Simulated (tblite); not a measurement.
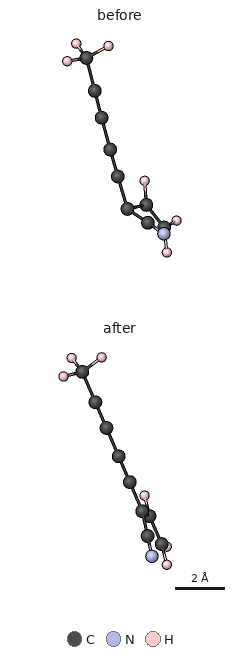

The structure of C9H6N (multiplicity 2) before (top) and after (bottom) a relaxation, at one scale.

The picture is a ball-and-stick view, seen from a free direction.

Computed with GFN2-xTB geometry optimisation, gas phase in tblite 0.8.0. 

What changed between the two?

A C atom moves most after the best rigid fit: 0.75 Å. By element the largest moves are C 0.75 Å, H 0.68 Å, N 0.65 Å. Among the contacts that change: C–C 1.469 → 1.376 Å, C–C 1.424 → 1.343 Å, C–C 1.476 → 1.401 Å, C–C 1.483 → 1.428 Å. Bond angles that change, for instance: C–C–C 108.7° → 121.9°, C–C–C 104.8° → 117.1°, C–C–C 111.5° → 121.0°. The energy falls by 1.333 eV in 92 geometry steps. Cost: 0.63 s on 1 thread of Arm Neoverse V1 (shared host).
